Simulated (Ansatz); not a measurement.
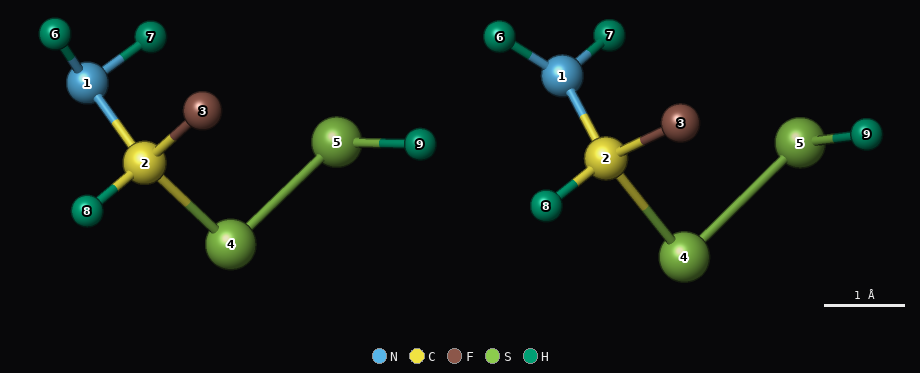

Two geometries of CH4FNS2, drawn at one scale. One is the start of a relaxation, the other its converged end. The picture is a ball-and-stick view, seen at a tilt.

Method: RKS B3LYP-D4/6-31G (Ansatz). (no spin polarisation; force threshold 0.015 eV/Å; at most 40 steps)

Question: Which one is relaxed?

Answer: The right one is the relaxed one. The run prepares an end point of a later path (torsion) calculation, from a guessed geometry. F3 moves most after the best rigid fit: 0.33 Å. Largest moves by element: F 0.33 Å, H 0.24 Å, N 0.23 Å, S 0.20 Å, C 0.09 Å. Near-neighbour distances that change, for instance: S4–S5 2.067 → 2.247 Å, C2–S4 1.753 → 1.911 Å, C2–F3 1.341 → 1.466 Å, N1–C2 1.455 → 1.383 Å. Bond angles that change, for instance: C2–N1–H7 101.7° → 118.5°, H6–N1–H7 102.0° → 116.8°, C2–N1–H6 108.4° → 119.1°. After 8 accepted moves (9 points after the start) the energy has fallen by 26.9 kcal/mol. Largest force component: 3.7 eV/Å at the start, 0.0093 eV/Å at the end. The line search rejected the trial step at point 5 of the run. Cost: 84 s on 1 thread of Intel(R) Xeon(R) Processor @ 2.50GHz (Skylake/Cascade Lake), on a shared host, peak memory 0.17 GiB.

Limits of the set-up: the basis has no polarisation functions, which atoms past neon need.
